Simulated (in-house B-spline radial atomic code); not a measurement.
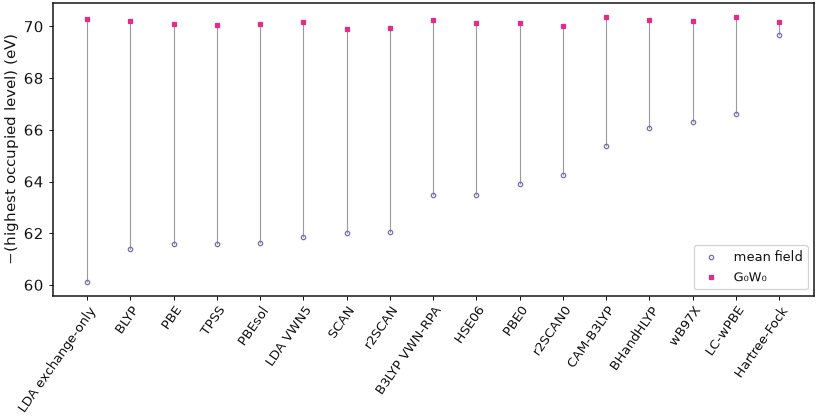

Binding energy of the highest level (5d) of Pb⁴⁺ ([Xe] 4f¹⁴ 5d¹⁰) on 17 mean-field starts and after G₀W₀. All-electron spherical atom, scalar X2C, no spin-orbit coupling, Breit or QED terms; computed with a B-spline radial code.

> Describe the starting-point dependence.

The mean-field values spread from 60.11 eV (LDA exchange-only) to 69.66 eV (Hartree-Fock); after G₀W₀ they lie between 69.90 eV (SCAN) and 70.38 eV (CAM-B3LYP), so the spread shrinks from 9.56 to 0.48 eV.

| Start | Mean field (eV) | G₀W₀ (eV) | RPA correlation (hartree) |
| --- | --- | --- | --- |
| LDA exchange-only | 60.11 | 70.30 | −7.095 |
| BLYP | 61.40 | 70.21 | −7.090 |
| PBE | 61.58 | 70.09 | −7.088 |
| TPSS | 61.59 | 70.06 | −7.069 |
| PBEsol | 61.61 | 70.10 | −7.090 |
| LDA VWN5 | 61.86 | 70.19 | −7.095 |
| SCAN | 62.02 | 69.90 | −7.014 |
| r2SCAN | 62.06 | 69.95 | −7.011 |
| B3LYP VWN-RPA | 63.46 | 70.25 | −6.998 |
| HSE06 | 63.48 | 70.14 | −6.980 |
| PBE0 | 63.93 | 70.12 | −6.973 |
| r2SCAN0 | 64.27 | 70.02 | −6.921 |
| CAM-B3LYP | 65.36 | 70.38 | −6.961 |
| BHandHLYP | 66.08 | 70.25 | −6.867 |
| wB97X | 66.32 | 70.19 | −6.945 |
| LC-wPBE | 66.61 | 70.36 | −6.976 |
| Hartree-Fock | 69.66 | 70.18 | −6.666 |

Note: relativistic terms absent here (spin-orbit coupling, Breit, QED) can be large for so heavy or highly charged an atom or ion.
